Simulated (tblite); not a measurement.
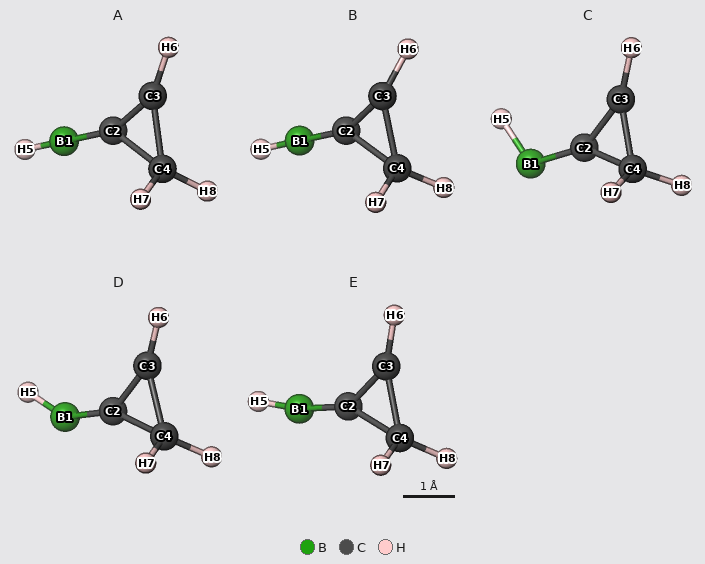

5 geometries from one relaxation of C₃H₄B (multiplicity 2), in shuffled order. Style: ball-and-stick. Shown from a free direction.

The calculation used tblite 0.8.0, GFN2-xTB geometry optimisation, gas phase. 

Put them in the order of the run, from the start to the converged end.

C, D, E, A, B. They are steps 0, 5, 14, 18, 48, at +180.3 kJ/mol, +30.2 kJ/mol, +8.06 kJ/mol, +1.71 kJ/mol relative to the last. The largest move after the best rigid fit is that of H5, 0.64 Å. Largest moves by element: H 0.64 Å, B 0.48 Å, C 0.34 Å. Among the contacts that change: B1–C2 1.574 → 1.386 Å, C2–C4 1.395 → 1.545 Å, C3–C4 1.396 → 1.453 Å, C2–C3 1.439 → 1.384 Å. Bond angles that change, for instance: C2–B1–H5 119.5° → 179.3°, C2–C3–H6 151.6° → 138.5°, H7–C4–H8 123.5° → 113.3°. Over 48 geometry steps the energy falls by 180.3 kJ/mol.
